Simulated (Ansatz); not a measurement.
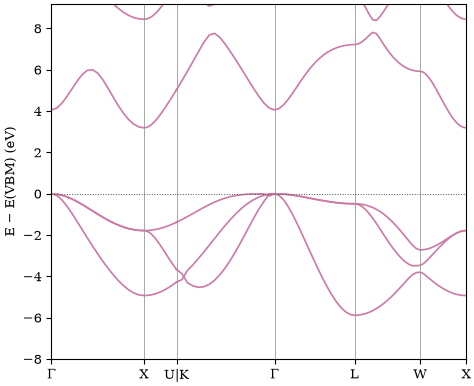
Figure. Band structure from PBEsol (plane waves, PAW; program Ansatz)

Problem. Read off the gap and where the band edges lie.

Solution. About 3.2 eV (3.19 eV by a search for the band edges); maximum at Γ, minimum at X.

The material is AlN (zinc blende, F-43m).

The PBEsol relaxation kept the symmetry of its start.

Potentials: the later of the program's two PAW sets.
